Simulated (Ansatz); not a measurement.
# Ta2Mo in the C11b ordering: a Bloch–Grüneisen fit of the computed resistivity

Aim: condense the phonon-limited resistivity of Ta2Mo in the C11b ordering into a transport Debye temperature and an amplitude, and test the fit on a temperature held back.

The resistivities were computed with Ansatz 0.2.0 (DFT PBE, scalar-relativistic, plane waves, PAW) from the linearised Boltzmann equation with harmonic phonons, on q 3×3×3, k 9×9×9, scattering 16×16×16; the fit below is done by hand on them.

The structure was built from a prototype and need not be the compound's stable phase.

## 1. The data

Symmetry: I4/mmm, No. 139, tetragonal system. Conventional cell: a = 3.245 Å, b = 3.245 Å, c = 9.868 Å, α = 90.00°, β = 90.00°, γ = 90.00°. Around Mo on site a lie 8 Ta at 2.78 Å. Around Ta on site e lie 4 Mo at 2.78 Å and 4 Ta at 2.91 Å.

This is the relaxed cell of the run, from steps not shown here.

The mean resistivity of the three axes from 50 to 800 K, with one row held back; the colder rows stay outside the fit and test it at the end:

```tsv
T (K)	ρ (μΩ cm)
50	0.6684
77	1.924
100	3.165
150	5.853
200	8.388
300	13.12
400	?
600	26.14
800	34.24
```

The resistivity is not converged: the component that moves most changes by 11 % between the two finest meshes at 300 K. No spin–orbit coupling, which matters for Ta. The structure is a hand-built model.

## 2. The fit

Bloch and Grüneisen's form is ρ(T) = A (T/Θ)⁵ J₅(Θ/T), with J₅(z) the integral of x⁵/((eˣ − 1)(1 − e⁻ˣ)) from 0 to z. It goes as T⁵ far below Θ and as A T/(4Θ) far above. For a trial Θ the best A is the geometric mean of ρ/[(T/Θ)⁵ J₅] over the rows, and the scatter of that ratio measures the fit:

```tsv
Θ (K)	A (μΩ cm)	scatter (%)
156	23.23	23.0
208	33.72	12.4
234	39.83	6.6
260	46.62	2.1
286	54.19	6.9
324	66.82	16.4
390	94.06	33.5
```

The scatter is least at Θ = 260 K, with A = 46.62 μΩ cm (2.1 % r.m.s.).

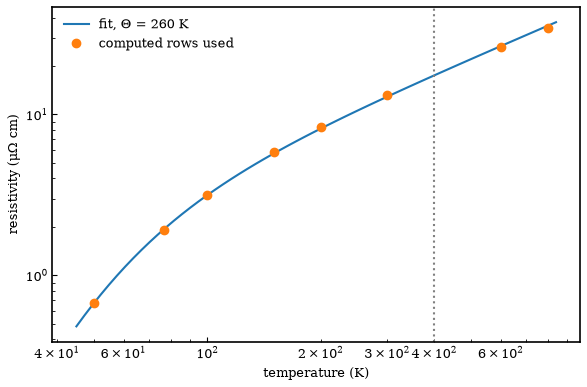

The fit through the rows used; the dotted line marks the temperature held back.

## 3. Prediction and check

At T = 400 K, Θ/T = 0.650, J₅ = 0.04360 and (T/Θ)⁵ = 8.619, so the fit gives 17.52 μΩ cm. The computed value is 17.61 μΩ cm: the fit is off by -0.51 %. Outside its range, at 20 K, it gives 0.0155 against 0.0274 μΩ cm computed, 0.56 times that; at that temperature the run's own test moves by 13 % between meshes in the component that moves most. Among the rows used, the largest miss is +4.1 %, at 800 K.

## 4. Reading Θ and A

Θ = 260 K is 1.76 times ħω_log/k_B (147 K) and 0.78 of the highest phonon frequency (332 K). The high-temperature slope of the fit, A/(4Θ), is 0.0448 μΩ cm/K. The same slope from the run's transport coupling and plasma energy, 2π k_B λ_tr/(ħ ε₀ ω_p²) with λ_tr = 0.509, 0.509, 0.504 (xx, yy, zz) and ħω_p = 7.32, 7.32, 5.39 (xx, yy, zz) eV, is 0.0488 μΩ cm/K in the mean of the axes, +8.9 % from it. For comparison, the computed rows rise by 0.0405 μΩ cm/K between the two hottest.

## 5. Outcome

| Item | Value |
| --- | --- |
| Θ | 260 K |
| A | 46.62 μΩ cm |
| scatter of the fit | 2.1 % |
| held-back row at 400 K, fit against computed | 17.52 against 17.61 μΩ cm |

In words: Two numbers, Θ = 260 K and A = 46.6 μΩ cm, hold the computed ρ(T) from 50 to 800 K within 2.13 % r.m.s. and predict the held-back row within 0.51 %. At 20 K, outside the rows fitted, it gives 0.56 times the computed value. By the run's own test the resistivity at 300 K moves by 11 % between its two finest scattering meshes, in the component that moves most. The mean hides an anisotropy: at 300 K the components are 10.4, 10.4, 18.6 (xx, yy, zz) μΩ cm. Spin–orbit coupling is left out. The fit describes the calculation: impurities, thermal expansion, changes of phase and anharmonicity are in neither.

[Logs are printed without paths, hosts, clocks, repeated set-up lines and the standing remarks that a program may print on its own settings, such as how far it seeks lower states.]

[Hosts, paths, dates, database ids (printed as entryN), source tags and the programs' standing remarks are cut or masked in the printed files.]
